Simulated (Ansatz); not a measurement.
# One shape, several levels: SiN2H4F (SMILES N[Si](N)F)

Aim: a comparison of 3 runs (UHF/def2-SVPD, UB3LYP/6-31G*, UPBE0/def2-SVPD) of SiN2H4F. 

The calculation is run with Ansatz 0.2.0.

37 further runs of the same task are left out: 37 set aside as unsound or not needed.

## (1) Starting point

The species is SiN2H4F (8 atoms), meant as a doublet with charge 0. SMILES: `N[Si](N)F`. One bond was lengthened or shortened from a relaxed shape.

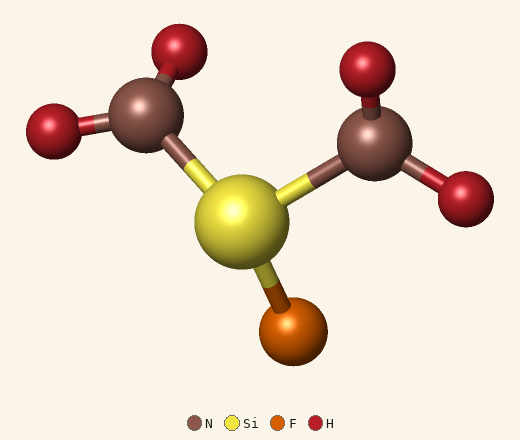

Viewed from a chosen angle; nitrogen brown, silicon yellow, fluorine orange, hydrogen red.

## (2) A single-point energy at UHF/def2-SVPD (run 1)

The input, job.yaml:

```yaml
crystal:
  periodic: [false, false, false]
  atoms:
    - {symbol: N, position_ang: [-0.737365, 0.983880, -0.239111]}
    - {symbol: Si, position_ang: [0.594735, -0.068320, -0.460511]}
    - {symbol: N, position_ang: [0.857835, -0.840920, 1.031489]}
    - {symbol: F, position_ang: [0.122835, -1.018820, -1.673211]}
    - {symbol: H, position_ang: [-1.331700, 1.348900, -1.165000]}
    - {symbol: H, position_ang: [-0.686265, 1.697080, 0.470989]}
    - {symbol: H, position_ang: [1.726135, -1.302420, 1.241289]}
    - {symbol: H, position_ang: [0.088635, -1.189920, 1.583989]}
basis:
  gaussian:
    orbitals: def2-SVPD
magnetization:
  spin_polarized: true
  initial_magnetization: 1
output: {orbitals: {seedname: orbitals}}
accuracy: high
hamiltonian:
  xc: hf
```

Command:

```sh
$ ansatz run job.yaml --threads 1 --pin off --max-ram 3480MiB --events-out events.jsonl --progress --plain --runs-dir runs
```

The log of the run:

```text
Warning: RAYON_NUM_THREADS=1 ignored (pool sized by the plan → 1); use --threads N
Functional definition: HF
  name "HF"
  exchange = exact_x
  correlation = 0
2431 factors; integrals over basis functions are off by at most 3.6e-9 eV
mean field evaluation 1: about -13586.0749 eV, gradient 3.0e1 eV
mean field evaluation 2: about -13586.0820 eV, gradient 3.0e1 eV
mean field evaluation 4: about -13590.1734 eV, gradient 2.6e0 eV
mean field evaluation 8: about -13590.2622 eV, gradient 1.7e-1 eV
mean field -13590.26288417 eV, -499.4329491823 hartree, gradient 1.8e-8 eV, S^2 0.753421; 0 other end points of the search recorded, 0 dependent functions left out
reference -13590.26288417 eV, -499.4329491823 hartree; 21, 20 occupied and 98, 99 virtual orbitals, 2431 factors
Total energy: -13590.26288417 eV, -499.4329491823 hartree
```

It took 7.8 s on 1 thread of Arm Neoverse V1, shared host; peak memory 0.47 GiB.

## (3) A single-point energy at UB3LYP/6-31G(d) (spherical functions) (run 2)

The input, job.yaml:

```yaml
crystal:
  periodic: [false, false, false]
  atoms:
    - {symbol: "N", position_ang: [-0.737365, 0.983880, -0.239111]}
    - {symbol: Si, position_ang: [0.594735, -0.068320, -0.460511]}
    - {symbol: "N", position_ang: [0.857835, -0.840920, 1.031489]}
    - {symbol: F, position_ang: [0.122835, -1.018820, -1.673211]}
    - {symbol: H, position_ang: [-1.331700, 1.348900, -1.165000]}
    - {symbol: H, position_ang: [-0.686265, 1.697080, 0.470989]}
    - {symbol: H, position_ang: [1.726135, -1.302420, 1.241289]}
    - {symbol: H, position_ang: [0.088635, -1.189920, 1.583989]}
basis:
  gaussian:
    orbitals: 6-31G_st_-spherical.json
magnetization:
  spin_polarized: true
  initial_magnetization: 1
hamiltonian:
  xc: {name: B3LYP}
accuracy: high
output:
  orbitals: {seedname: orbitals}
```

The basis set 6-31G* is read from a file made from the Basis Set Exchange's data (not shown).

Command:

```sh
$ ansatz run job.yaml --threads 1 --pin off --max-ram 3480MiB --events-out events.jsonl --progress --plain --runs-dir runs
```

The log of the run:

```text
Warning: RAYON_NUM_THREADS=1 ignored (pool sized by the plan → 1); use --threads N
Functional definition: B3LYP
  name "B3LYP"
  parameter a0 = 0.2
  parameter ax = 0.72
  parameter ac = 0.81
  exchange = (1 - a0 - ax)*slater_x + ax*b88_x + a0*exact_x
  correlation = (1 - ac)*vwn_rpa_c + ac*lyp_c
1552 factors; integrals over basis functions are off by at most 3.4e-9 eV
mean field evaluation 1: about -13628.9833 eV, gradient 5.5e1 eV
mean field evaluation 2: about -13610.7756 eV, gradient 8.1e1 eV
mean field evaluation 4: about -13640.4190 eV, gradient 5.3e0 eV
mean field evaluation 8: about -13640.6838 eV, gradient 2.3e-1 eV
mean field evaluation 16: about -13640.6841 eV, gradient 1.0e-4 eV
mean field -13640.68406803 eV, -501.2858935124 hartree, gradient 8.5e-8 eV, S^2 0.751631; 0 other end points of the search recorded, 0 dependent functions left out
reference -13640.68410350 eV, -501.2858948159 hartree; 21, 20 occupied and 47, 48 virtual orbitals, 1552 factors
Total energy: -13640.68410350 eV, -501.2858948159 hartree
```

It took 10 s on 1 thread of Arm Neoverse V1, shared host; peak memory 0.29 GiB.

## (4) The energy at UPBE0/def2-SVPD (run 3)

The input, in.yaml:

```yaml
crystal:
  periodic: [false, false, false]
  atoms:
    - {symbol: N, position_ang: [-0.737365, 0.983880, -0.239111]}
    - {symbol: Si, position_ang: [0.594735, -0.068320, -0.460511]}
    - {symbol: "N", position_ang: [0.857835, -0.840920, 1.031489]}
    - {symbol: F, position_ang: [0.122835, -1.018820, -1.673211]}
    - {symbol: H, position_ang: [-1.331700, 1.348900, -1.165000]}
    - {symbol: H, position_ang: [-0.686265, 1.697080, 0.470989]}
    - {symbol: H, position_ang: [1.726135, -1.302420, 1.241289]}
    - {symbol: H, position_ang: [0.088635, -1.189920, 1.583989]}
basis:
  gaussian:
    orbitals: def2-SVPD
magnetization:
  spin_polarized: true
  initial_magnetization: 1
hamiltonian:
  xc: {name: PBE0}
accuracy: high
output: {orbitals: {seedname: orbitals}}
```

Command:

```sh
$ ansatz run in.yaml --threads 1 --pin off --max-ram 3480MiB --events-out events.jsonl --progress --plain --runs-dir runs
```

The log of the run:

```text
Warning: RAYON_NUM_THREADS=1 ignored (pool sized by the plan → 1); use --threads N
Functional definition: PBE0
  name "PBE0"
  parameter a = 0.25
  parameter kappa = 0.804
  parameter beta = 0.06672455060314922
  exchange = (1 - a)*pbe_x(kappa = kappa, mu = beta*pi^2/3) + a*exact_x
  correlation = pbe_c(beta = beta)
2431 factors; integrals over basis functions are off by at most 3.6e-9 eV
mean field evaluation 1: about -13615.6424 eV, gradient 5.1e1 eV
mean field evaluation 2: about -13602.3364 eV, gradient 7.3e1 eV
mean field evaluation 4: about -13625.4361 eV, gradient 4.3e0 eV
mean field evaluation 8: about -13625.6413 eV, gradient 1.7e-1 eV
mean field evaluation 16: about -13625.6415 eV, gradient 1.6e-4 eV
mean field -13625.64149807 eV, -500.7330892624 hartree, gradient 2.7e-8 eV, S^2 0.751850; 0 other end points of the search recorded, 0 dependent functions left out
reference -13625.64150102 eV, -500.7330893711 hartree; 21, 20 occupied and 98, 99 virtual orbitals, 2431 factors
Total energy: -13625.64150102 eV, -500.7330893711 hartree
```

It took 20 s on 1 thread of Arm Neoverse V1, shared host; peak memory 0.57 GiB.

## (5) All runs side by side

```csv
run,level,energy (Eh),HOMO energy (eV),LUMO energy (eV),⟨S²⟩,wall time
1,UHF/def2-SVPD,-499.432949,-8.93,1.48,0.753,7.8 s
2,UB3LYP/6-31G* (spherical functions),-501.285895,-4.95,-1.80,0.752,10 s
3,UPBE0/def2-SVPD,-500.733089,-5.68,-1.78,0.752,20 s
```

## (6) Results

| quantity | value |
| --- | --- |
| run 3: total energy | -500.73309 Eh |
| run 3: HOMO energy (highest over α and β) | -5.68 eV |
| run 3: LUMO energy (lowest over α and β) | -1.78 eV |
| run 3: ⟨S²⟩ | 0.752 |

**Reading.** Totals of different functionals can't be ranked against each other. All runs together took 38 s, the longest 20 s.
